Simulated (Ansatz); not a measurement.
The compound is KSb3Os2 (space group P6/mmm, No. 191), taken as coordinates from a relaxation with Ansatz 0.2.0, DFT PBE, scalar-relativistic, plane waves, PAW; the starting structure was generated, so it need not be a known form of this composition.

```cif
data_structure
_symmetry_space_group_name_H-M 'P 1'
_symmetry_Int_Tables_number 1
_cell_length_a 7.3094
_cell_length_b 7.3094
_cell_length_c 3.3686
_cell_angle_alpha 90.000
_cell_angle_beta 90.000
_cell_angle_gamma 120.000
_cell_volume 155.86
loop_
_atom_site_label
_atom_site_type_symbol
_atom_site_fract_x
_atom_site_fract_y
_atom_site_fract_z
_atom_site_occupancy
K1 K 0.00000 0.00000 0.00000 1
Sb1 Sb 0.50000 0.00000 0.50000 1
Sb2 Sb 0.50000 0.50000 0.50000 1
Sb3 Sb 0.00000 0.50000 0.50000 1
Os1 Os 0.33333 0.66667 0.00000 1
Os2 Os 0.66667 0.33333 0.00000 1
```

Bonds are taken as Os–Sb below 3 Å; K is left out of the net, as the electropositive filling of the structure. Simplification: prune 0- and 1-connected atoms, fold 2-connected ones into links.

What net does this leave?

The result is a binodal (4,6)-connected, three-periodic net: Sb is a 4-connected node; Os is a 6-connected node, in the ratio 3:2. It is a single net, without interpenetration.

| node | links | point symbol | coordination sequence |
| --- | --- | --- | --- |
| Sb | 4 | 4⁴·6² | 4 14 20 50 60 124 108 216 188 332 |
| Os | 6 | 4⁹·6⁶ | 6 11 30 38 90 83 162 146 282 227 |

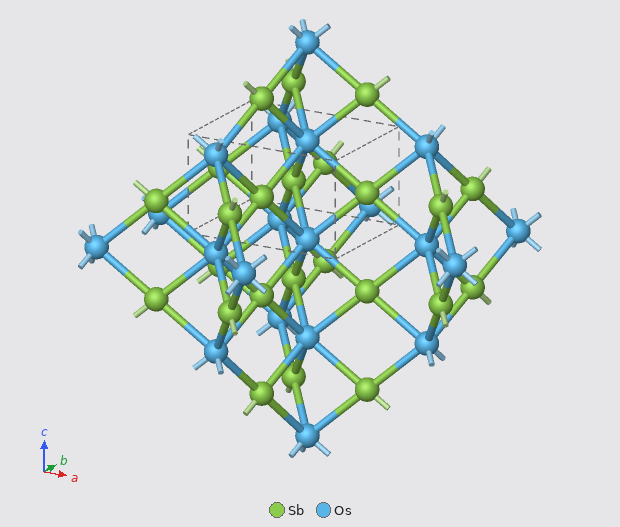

Nodes are coloured by element. Edges to nodes outside the piece are drawn as stubs.
